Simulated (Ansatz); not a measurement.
# C2H7ClF2MoO3: how energies converge with the basis set

How large a basis does C2H7ClF2MoO3 need? Two functionals are run in growing sets.

Computed with Ansatz 0.2.0, Gaussian basis. Level: one geometry, several basis sets.

Levels to be run: PBE0-D4/def2-SVP; ωB97M-V/def2-SVP; PBE0-D4/def2-QZVPP; ωB97M-V/def2-QZVPP; the functionals' def2-TZVPP values are taken from earlier runs.

1 further run of the same task is left out (for a known fault of the program). Runs told in other sessions of the task aren't counted.

**1. Structure used throughout**

The geometry comes from an earlier relaxation with PBE0-D4 in a triple-zeta def2 set; it is a stationary point, not always the lowest conformer. Mo takes the def2 core potential; no spin-orbit term is included.

SMILES `C[O][Mo]([OH])([F])([F])([Cl])[O]C`, 16 atoms, charge 0, spin multiplicity 1.

Atoms are counted from 1 here; the program's logs count them from 0.

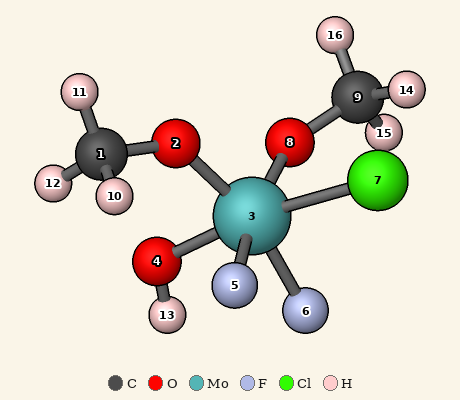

The geometry (carbon dark grey, oxygen red, molybdenum teal, fluorine light blue, chlorine green, hydrogen pink); atoms are numbered from 1 in the order of the file.

As a file:

| atom | x (Å) | y (Å) | z (Å) |
| --- | --- | --- | --- |
| C1 | 1.7250 | -0.5751 | -2.0000 |
| O2 | 1.0432 | -0.5264 | -0.7812 |
| Mo3 | -0.1075 | 0.6559 | -0.0172 |
| O4 | -1.1589 | 0.3908 | -1.5672 |
| F5 | 0.9158 | 1.9946 | -0.8262 |
| F6 | -1.3853 | 1.9917 | 0.2900 |
| Cl7 | 1.0748 | 1.3117 | 1.8980 |
| O8 | -0.9038 | -0.5383 | 1.0897 |
| C9 | -1.1984 | -0.9258 | 2.3936 |
| H10 | 2.2778 | 0.3580 | -2.1424 |
| H11 | 2.4022 | -1.4302 | -1.9915 |
| H12 | 0.9885 | -0.6867 | -2.8027 |
| H13 | -1.8763 | 1.0244 | -1.6796 |
| H14 | -0.4629 | -0.4755 | 3.0687 |
| H15 | -2.2010 | -0.5764 | 2.6534 |
| H16 | -1.1560 | -2.0152 | 2.4588 |

**2. PBE0-D4 in def2-SVP**

Contents of in.yaml:

```yaml
crystal:
  periodic: [false, false, false]
  atoms:
    - {symbol: C, position_ang: [1.724951, -0.575075, -1.999982]}
    - {symbol: O, position_ang: [1.043209, -0.526440, -0.781238]}
    - {symbol: Mo, position_ang: [-0.107489, 0.655903, -0.017218]}
    - {symbol: O, position_ang: [-1.158909, 0.390833, -1.567240]}
    - {symbol: F, position_ang: [0.915785, 1.994553, -0.826169]}
    - {symbol: F, position_ang: [-1.385304, 1.991738, 0.289958]}
    - {symbol: Cl, position_ang: [1.074791, 1.311724, 1.898003]}
    - {symbol: O, position_ang: [-0.903842, -0.538284, 1.089739]}
    - {symbol: C, position_ang: [-1.198388, -0.925839, 2.393614]}
    - {symbol: H, position_ang: [2.277755, 0.357988, -2.142410]}
    - {symbol: H, position_ang: [2.402218, -1.430243, -1.991531]}
    - {symbol: H, position_ang: [0.988458, -0.686667, -2.802663]}
    - {symbol: H, position_ang: [-1.876335, 1.024364, -1.679555]}
    - {symbol: H, position_ang: [-0.462855, -0.475484, 3.068702]}
    - {symbol: H, position_ang: [-2.200988, -0.576423, 2.653445]}
    - {symbol: H, position_ang: [-1.155963, -2.015246, 2.458846]}
basis:
  gaussian: {orbitals: def2-SVP}
hamiltonian: {xc: pbe0, dispersion: d4}
output: {orbitals: {seedname: orbitals}}
```

Run with:

```bash
$ ansatz run in.yaml --threads 4 --pin off --events-out ev --progress --plain --max-ram 41984MiB --backend cpu
```

Standard output:

```text
Functional definition: PBE0
  name "PBE0"
  cite "Adamo & Barone, J. Chem. Phys. 110, 6158 (1999) doi:10.1063/1.478522"
  cite "Perdew, Burke & Ernzerhof, Phys. Rev. Lett. 77, 3865 (1996) doi:10.1103/PhysRevLett.77.3865"
  parent pbe
  parameter a = 0.25
  parameter kappa = 0.804
  parameter beta = 0.06672455060314922
  exchange = (1 - a)*pbe_x(kappa = kappa, mu = beta*pi^2/3) + a*exact_x
  correlation = pbe_c(beta = beta)
2002 factors; their error is unknown
mean field evaluation 1: about -28094.8572 eV, gradient 9.6e1 eV
mean field evaluation 2: about -27888.3336 eV, gradient 3.1e2 eV
mean field evaluation 4: about -28111.0977 eV, gradient 3.2e1 eV
mean field evaluation 8: about -28112.9200 eV, gradient 8.2e-1 eV
mean field evaluation 16: about -28113.0196 eV, gradient 3.5e-3 eV
mean field -28113.01958740 eV, -1033.1344141478 hartree, gradient 3.5e-5 eV, S^2 0.000000; 0 other end points of the search recorded, 0 dependent functions left out
reference -28113.01964402 eV, -1033.1344162288 hartree; 46, 46 occupied and 136, 136 virtual orbitals, 2002 factors
Total energy: -28113.41249610 eV, -1033.1488532763 hartree
```

Run time: 4.1 s. Hardware: 4 threads of AMD EPYC 7R13, shared host; peak memory 0.81 GiB.

**3. ωB97M-V in def2-SVP**

in.yaml, as its differences from that of step 2:

```diff
@@ -21,3 +21,3 @@
   gaussian: {orbitals: def2-SVP}
-hamiltonian: {xc: pbe0, dispersion: d4}
+hamiltonian: {xc: {name: wB97M-V}}
 output: {orbitals: {seedname: orbitals}}
```

Launched as before.

Standard output, shortened:

```text
Functional definition: wB97M-V
  name "wB97M-V"
  cite "Mardirossian & Head-Gordon, J. Chem. Phys. 144, 214110 (2016) doi:10.1063/1.4952647"
  cite "Becke, J. Chem. Phys. 107, 8554 (1997) doi:10.1063/1.475007"
  cite "Vydrov & Van Voorhis, J. Chem. Phys. 133, 244103 (2010) doi:10.1063/1.3521275"
  # Of w^i u^j: cxij and so on, Table III.
[...]
  gx(w, u) = 1 - cx + cx01*u + cx10*w
  gss(w, u) = css00 + css04*u^4 + css10*w + css20*w^2 + css43*w^4*u^3
  gos(w, u) = cos00 + cos10*w + (cos20 + cos21*u)*w^2 + (cos60 + cos61*u)*w^6
[...]
      + integral(e_c_pw_mod_opposite_spin*gos(b97_w_opposite, b97_u_opposite)) + vv10(b, c)
1974 factors; their error is unknown
415 factors; integrals over basis functions are off by at most 8.0e-6 eV
[...]
mean field -28123.68962683 eV, -1033.5265308644 hartree, gradient 6.4e-5 eV, S^2 0.000000; 0 other end points of the search recorded, 0 dependent functions left out
reference -28123.68971438 eV, -1033.5265340819 hartree; 46, 46 occupied and 136, 136 virtual orbitals, 1974 factors
Total energy: -28123.68971438 eV, -1033.5265340819 hartree
```

Run time: 13 s. Hardware: 4 threads of AMD EPYC 7R13, shared host; peak memory 1 GiB.

**4. PBE0-D4 in def2-QZVPP**

in.yaml, as its differences from that of step 3:

```diff
@@ -20,4 +20,4 @@
 basis:
-  gaussian: {orbitals: def2-SVP}
-hamiltonian: {xc: {name: wB97M-V}}
+  gaussian: {orbitals: "def2-QZVPP.json"}
+hamiltonian: {xc: pbe0, dispersion: d4}
 output: {orbitals: {seedname: orbitals}}
```

Run with:

```bash
$ ansatz run in.yaml --threads 4 --pin off --events-out ev --progress --plain --max-ram 41984MiB --backend cuda --devices 0, --max-vram 37GiB
```

Standard output:

```text
Functional definition: PBE0
  name "PBE0"
  cite "Adamo & Barone, J. Chem. Phys. 110, 6158 (1999) doi:10.1063/1.478522"
  cite "Perdew, Burke & Ernzerhof, Phys. Rev. Lett. 77, 3865 (1996) doi:10.1103/PhysRevLett.77.3865"
  parent pbe
  parameter a = 0.25
  parameter kappa = 0.804
  parameter beta = 0.06672455060314922
  exchange = (1 - a)*pbe_x(kappa = kappa, mu = beta*pi^2/3) + a*exact_x
  correlation = pbe_c(beta = beta)
2516 factors; their error is unknown
mean field evaluation 1: about -28113.6734 eV, gradient 1.1e2 eV
mean field evaluation 2: about -27867.0841 eV, gradient 3.8e2 eV
mean field evaluation 4: about -28132.0137 eV, gradient 4.7e1 eV
mean field evaluation 8: about -28135.7183 eV, gradient 7.5e-1 eV
mean field evaluation 16: about -28135.7528 eV, gradient 6.3e-3 eV
mean field -28135.75277237 eV, -1033.9698432865 hartree, gradient 5.9e-5 eV, S^2 0.000000; 0 other end points of the search recorded, 0 dependent functions left out
reference -28135.75283058 eV, -1033.9698454254 hartree; 46, 46 occupied and 714, 714 virtual orbitals, 2516 factors
Total energy: -28136.14568265 eV, -1033.9842824730 hartree
```

Run time: 4.3 s. Hardware: 1 × H100 (card shared with other runs) with 4 threads of AMD EPYC 7R13, shared host; peak host memory 1.3 GiB.

**5. ωB97M-V in def2-QZVPP**

in.yaml, as its differences from that of step 4:

```diff
@@ -21,3 +21,3 @@
   gaussian: {orbitals: "def2-QZVPP.json"}
-hamiltonian: {xc: pbe0, dispersion: d4}
+hamiltonian: {xc: {name: wB97M-V}}
 output: {orbitals: {seedname: orbitals}}
```

Same command.

Standard output, shortened:

```text
Functional definition: wB97M-V
  name "wB97M-V"
  cite "Mardirossian & Head-Gordon, J. Chem. Phys. 144, 214110 (2016) doi:10.1063/1.4952647"
  cite "Becke, J. Chem. Phys. 107, 8554 (1997) doi:10.1063/1.475007"
  cite "Vydrov & Van Voorhis, J. Chem. Phys. 133, 244103 (2010) doi:10.1063/1.3521275"
  # Of w^i u^j: cxij and so on, Table III.
[...]
  gx(w, u) = 1 - cx + cx01*u + cx10*w
  gss(w, u) = css00 + css04*u^4 + css10*w + css20*w^2 + css43*w^4*u^3
  gos(w, u) = cos00 + cos10*w + (cos20 + cos21*u)*w^2 + (cos60 + cos61*u)*w^6
[...]
      + integral(e_c_pw_mod_opposite_spin*gos(b97_w_opposite, b97_u_opposite)) + vv10(b, c)
2446 factors; their error is unknown
559 factors; integrals over basis functions are off by at most 1.7e-5 eV
[...]
mean field -28146.79425392 eV, -1034.3756102491 hartree, gradient 4.4e-5 eV, S^2 0.000000; 0 other end points of the search recorded, 0 dependent functions left out
reference -28146.79434933 eV, -1034.3756137553 hartree; 46, 46 occupied and 714, 714 virtual orbitals, 2446 factors
Total energy: -28146.79434933 eV, -1034.3756137553 hartree
```

Wall time 7.5 s (1 × H100 (card shared with other runs) with 4 threads of AMD EPYC 7R13, shared host); peak host memory 1.4 GiB.

**6. Functionals by basis**

The def2-TZVPP values come from earlier runs at the same geometry.

| functional | basis | functions | energy (eV) | from the largest (eV) | HOMO (eV) | LUMO (eV) |
| --- | --- | --- | --- | --- | --- | --- |
| PBE0-D4 | def2-SVP | 182 | -28113.4125 | 22.733 | -8.48 | -3.75 |
| PBE0-D4 | def2-TZVPP | 413 | -28134.9079 | 1.238 | -8.54 | -3.73 |
| PBE0-D4 | def2-QZVPP | 760 | -28136.1457 | 0.000 | -8.55 | -3.72 |
| ωB97M-V | def2-SVP | 182 | -28123.6897 | 23.105 | -10.73 | -1.78 |
| ωB97M-V | def2-TZVPP | 413 | -28145.5963 | 1.198 | -10.83 | -1.77 |
| ωB97M-V | def2-QZVPP | 760 | -28146.7943 | 0.000 | -10.85 | -1.77 |

**7. Summary of results**

```
                                       quantity           value
PBE0-D4: double and triple zeta above quadruple  22.73, 1.24 eV
ωB97M-V: double and triple zeta above quadruple  23.10, 1.20 eV
```

In words: For PBE0-D4 the step from double to triple zeta gains 21.50 eV and the next only 1.24 eV. Total energies overstate the basis error of differences, where much of it tends to cancel.
